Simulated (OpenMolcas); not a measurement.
SiSe: a line through the functionals

The species is SiSe (2 atoms), meant as a singlet with charge 0. SMILES: `[Si][Se]`. The shape is that of a PBE0-D4/def2-TZVP optimisation.

The dipole moment y, in D, basis aug-cc-pVTZ; a is the functional's share of exact exchange. Programs: OpenMolcas 26.06.

| functional | program | a | y (D) |
| --- | --- | --- | --- |
| revPBE | OpenMolcas | 0 | 1.12 |
| PBE | OpenMolcas | 0 | 1.15 |
| B3LYP | OpenMolcas | 0.2 | 1.43 |
| PBE0 | OpenMolcas | 0.25 | ? |
| BHLYP | OpenMolcas | 0.5 | 1.70 |

Task: Fit y = c + s·a to the known rows and predict PBE0.

Result: 
1. Means of the 4 rows: a = 0.1750, y = 1.350.
2. Σ(Δa)² = 0.1675, Σ(Δa·Δy) = 0.191, so the slope is 0.191/0.1675 = 1.1403.
3. Intercept: 1.350 − (1.1403) × 0.1750 = 1.150. The largest residual of the fit is 0.052.
4. PBE0: 1.150 + (1.1403) × 0.25 = 1.44 D.

The run gave 1.38 D, so the prediction is off by +0.06 D, about the scatter of the fit. More exact exchange makes the molecule more polar here.

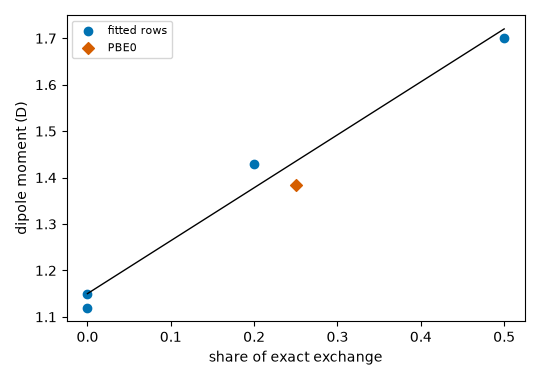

The fitted line, with the withheld row.
